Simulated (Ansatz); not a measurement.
## Pressure series in ZrN

Consider ZrN in the rock salt structure (space group Fm-3m, No. 225; a = 4.5952 Å).

Cell and atoms are relaxed at each pressure.

The values are results of PBE (Ansatz, a program for electronic structure; PAW; 420 eV plane waves; without spin-orbit coupling), earlier PAW set, not measurements.

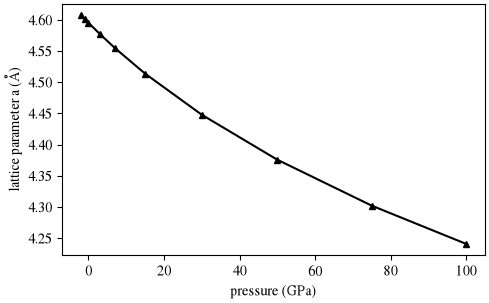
Figure. Lattice parameter a against pressure

From the plot, what is the lattice parameter a for pressure 3 GPa?

About 4.58 Å.

Is the trend monotonic over the range shown?

Yes, it falls throughout, spanning 4.241 Å to 4.608 Å.

Load acts through the strain it causes; cell and atoms are relaxed under it. No phonon test of stability was made. Competing high-pressure phases were not computed. The final runs are not spin-polarised. An odd electron count without spin: ZrN.
